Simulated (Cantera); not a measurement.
Feed: 1 mol Si, 4.3 mol SF6, 8.3 mol N2, at 750 Torr.

Equilibrium computed with Cantera from the NASA thermochemical tables; the gas is ideal and each condensed phase is pure. Candidate condensed phases: S, Si, Si3N4; 29 gas species. The tables' values for S2F2 (SSF2), SF3, SF5 are old estimates; treat these amounts as uncertain. The numbers say what is thermodynamically allowed, not how fast it happens.

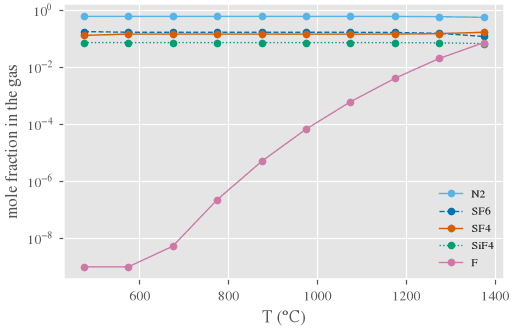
Figure. Equilibrium gas composition (values under 1e-9 drawn at 1e-9)

### Question
Read off the mole fractions at 1075 °C.

### Answer
N2 about 0.61, SF6 about 0.17, SF4 about 0.15, SiF4 about 0.073, F about 0.00062.
